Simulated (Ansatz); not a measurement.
A correction line for B2PLYP/def2-TZVPP: atomisation energy

The atomisation energy (no zero-point term) in kJ/mol of 6 B-containing molecules: x at B2PLYP/def2-TZVPP, y at CCSD(T)/CBS estimate. Shapes, held fixed at every level: PBE0-D4/def2-TZVP. Programs: Ansatz 0.2.0.

| molecule | x (kJ/mol) | y (kJ/mol) |
| --- | --- | --- |
| BH(CH3)2(PH3) | 4763 | 4796 |
| BH(CH3)2(NH3) | 5044 | ? |
| C3H9BO (SMILES [BH3-][O+]=C(C)C) | 5322 | 5350 |
| C2H8B2F2 (SMILES C[BH-]1[F+][BH-](C)[F+]1) | 5410 | 5437 |
| P(BH3)(CH3)3 | 6057 | 6104 |
| B(CH3)3(NH3) | 6295 | 6344 |

Problem. Fit y = c + s·x to the known rows and predict y for BH(CH3)2(NH3).

Solution. 
1. Means of the 5 rows: x = 5569.40, y = 5606.2.
2. Σ(Δx)² = 1501145, Σ(Δx·Δy) = 1521775, so the slope is 1521775/1501145 = 1.0137.
3. Intercept: 5606.2 − (1.0137) × 5569.40 = -39.5. The largest residual of the fit is 7.6.
4. BH(CH3)2(NH3): -39.5 + 1.0137 × 5044 = 5074 kJ/mol.

CCSD(T)/CBS estimate gives 5079 kJ/mol, so the prediction is off by -5 kJ/mol, within the largest residual. Uncorrected, B2PLYP/def2-TZVPP misses BH(CH3)2(NH3) by -35 kJ/mol, and the other rows by 37 on average. The line removes about 85 % of this miss. Left out in turn, the other rows are missed by 9 kJ/mol on average, so much of the error is systematic among these molecules. The CBS estimate extrapolates MP2 from def2-TZVPP and def2-QZVPP and adds CCSD(T) − MP2 in the triple-zeta set, cores frozen.

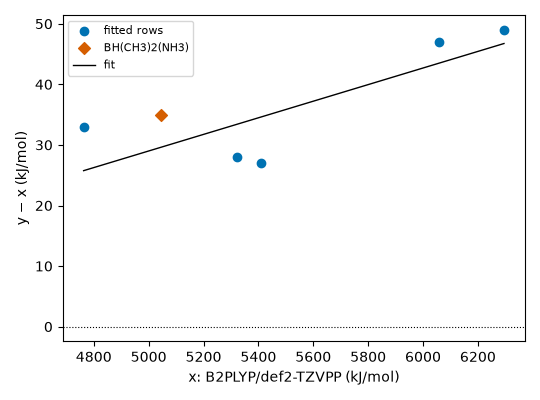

The correction y − x against x, with the fitted line and the withheld molecule.
